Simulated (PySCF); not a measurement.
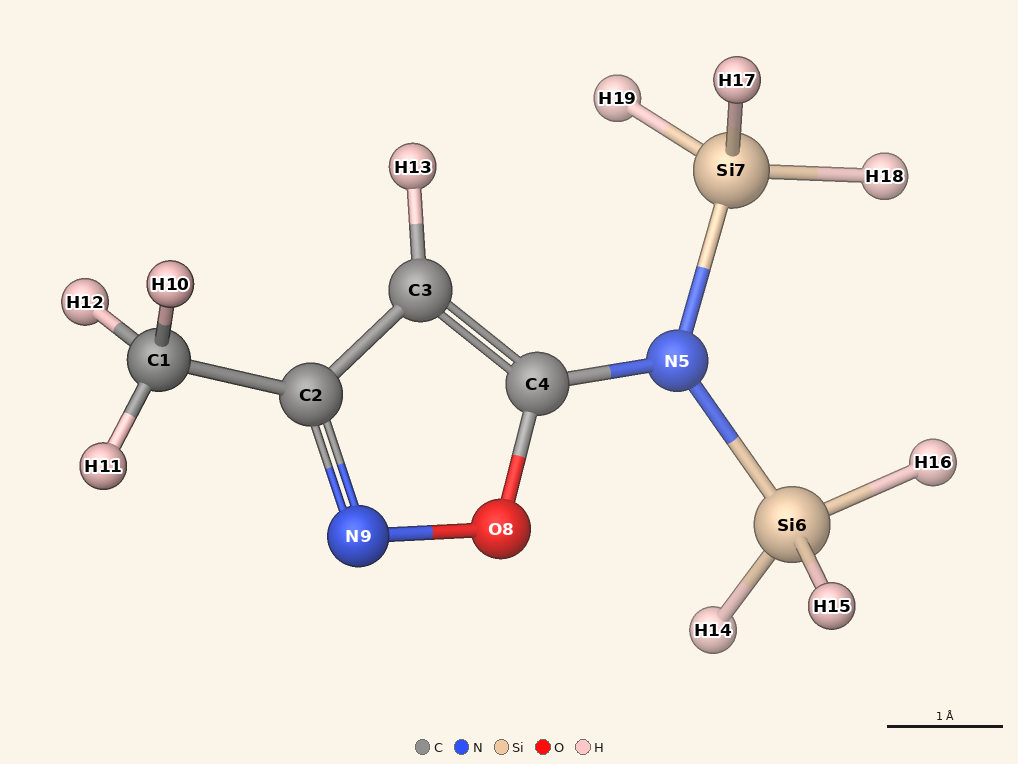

Orthographic view. Atoms fade into the background with distance from the viewer. Computed geometry: PBE0-D3(BJ)/def2-SVP optimisation. No frequency run is at hand to confirm it as a minimum.

Write a MOL file (V2000) with the atoms in numerical order, bonds sorted by atom number with the orders drawn, and coordinates in the frame of the picture: x right, y up, z towards the viewer, origin at the mean position.

```
C4H10N2OSi2
                    3D

 19 19  0  0  0  0  0  0  0  0999 V2000
   -3.2100   -0.0100    1.4800 C   0  0  0  0  0  0  0  0  0  0  0  0
   -1.8700   -0.3100    0.8900 C   0  0  0  0  0  0  0  0  0  0  0  0
   -0.9200    0.6000    0.3600 C   0  0  0  0  0  0  0  0  0  0  0  0
    0.1100   -0.2200   -0.0400 C   0  0  0  0  0  0  0  0  0  0  0  0
    1.3300   -0.0200   -0.6200 N   0  0  0  0  0  0  0  0  0  0  0  0
    2.3400   -1.4500   -0.9600 Si  0  0  0  0  0  4  0  0  0  0  0  0
    1.8100    1.6500   -0.9700 Si  0  0  0  0  0  4  0  0  0  0  0  0
   -0.2100   -1.4900    0.2300 O   0  0  0  0  0  0  0  0  0  0  0  0
   -1.4600   -1.5500    0.8100 N   0  0  0  0  0  0  0  0  0  0  0  0
   -3.1100    0.6600    2.3600 H   0  0  0  0  0  0  0  0  0  0  0  0
   -3.6900   -0.9400    1.8000 H   0  0  0  0  0  0  0  0  0  0  0  0
   -3.8500    0.5000    0.7500 H   0  0  0  0  0  0  0  0  0  0  0  0
   -0.9800    1.6800    0.3000 H   0  0  0  0  0  0  0  0  0  0  0  0
    1.6500   -2.3700   -1.9000 H   0  0  0  0  0  0  0  0  0  0  0  0
    2.6900   -2.1600    0.3000 H   0  0  0  0  0  0  0  0  0  0  0  0
    3.5700   -0.9100   -1.5900 H   0  0  0  0  0  0  0  0  0  0  0  0
    1.8600    2.4400    0.2900 H   0  0  0  0  0  0  0  0  0  0  0  0
    3.1500    1.6000   -1.6100 H   0  0  0  0  0  0  0  0  0  0  0  0
    0.8100    2.2800   -1.8800 H   0  0  0  0  0  0  0  0  0  0  0  0
  1  2  1  0
  1 10  1  0
  1 11  1  0
  1 12  1  0
  2  3  1  0
  2  9  2  0
  3  4  2  0
  3 13  1  0
  4  5  1  0
  4  8  1  0
  5  6  1  0
  5  7  1  0
  6 14  1  0
  6 15  1  0
  6 16  1  0
  7 17  1  0
  7 18  1  0
  7 19  1  0
  8  9  1  0
M  END
```
